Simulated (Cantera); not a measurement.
A closed system holds: 1 mol Cr₂O₃, 4.9 mol H₂, 4.2 mol N₂, held at 1650 Torr.

These are equilibrium values from Cantera (NASA tables, ideal gas, pure condensed phases), not measurements of a reactor. Candidate condensed phases: Cr, CrN, Cr₂N, Cr₂O₃, H₂O; 29 gas species. Mutual solubility and eutectic melting of coexisting phases are not modelled. Equilibrium is a limit: real reactors are often held back by kinetics, nucleation or transport.

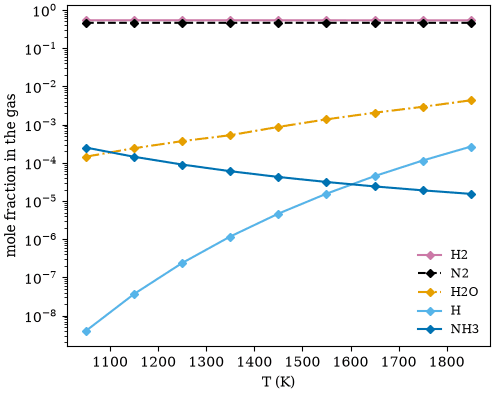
Fig. 1. Equilibrium gas composition (values under 1e-9 drawn at 1e-9)

From 1050 K to 1350 K the condensed part is CrN(s) + Cr₂O₃(s). From 1450 K to 1750 K the condensed part is Cr₂N(s) + Cr₂O₃(s). At 1850 K the condensed part is Cr(s) + Cr₂O₃(s).
